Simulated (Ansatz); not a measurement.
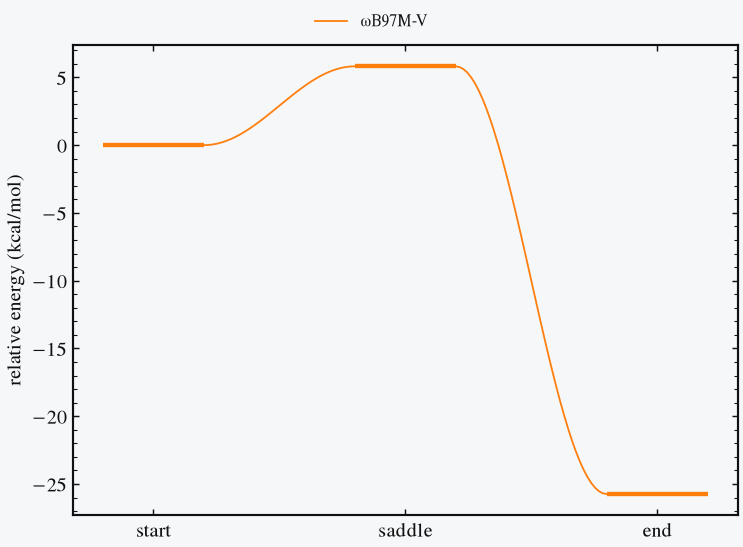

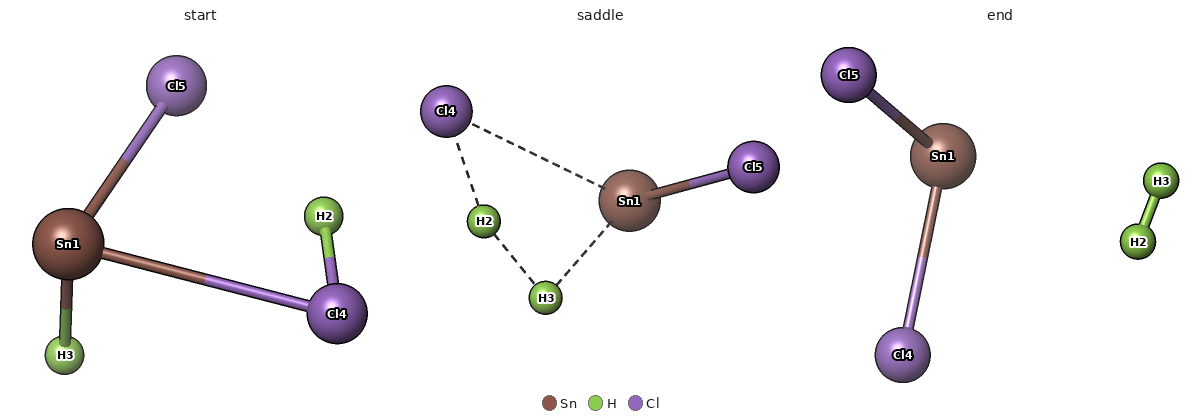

One elementary step of SnH₂Cl₂, singlet: start, first-order saddle point (changing pairs dashed) and end. Electronic energies at PBE0-D4/def2-TZVP geometries, energies in def2-TZVPP, the Ansatz code 0.2.0; cores frozen in correlated methods, no zero-point terms. Start and end are the structures at the ends of the path (complexes, where there are several molecules). Choice of cores on heavy atoms: all below valence s p frozen. Lines between the levels only guide the eye.

Which bonds change in the step?

H2–H3 (3.18 → 1.25 → 0.75 Å) forms; Sn1–H3 (1.77 → 1.88 → 3.14 Å) and H2–Cl4 (1.31 → 1.42 → 3.32 Å) break; Sn1–Cl4 (2.93 → 2.83 → 2.37 Å) closes from a weak contact (lengths at start, saddle and end; changes of bond order aren't listed). The imaginary mode at the saddle is 502.2i cm⁻¹ (PBE0-D4).

Give the barriers and step energies (kcal/mol).

```csv
level,barrier,reverse barrier,step energy
ωB97M-V,5.8,31.6,−25.7
```

Limits of at least one run: core potentials past krypton; spin-orbit coupling is left out, and with Sn it can shift these energies.
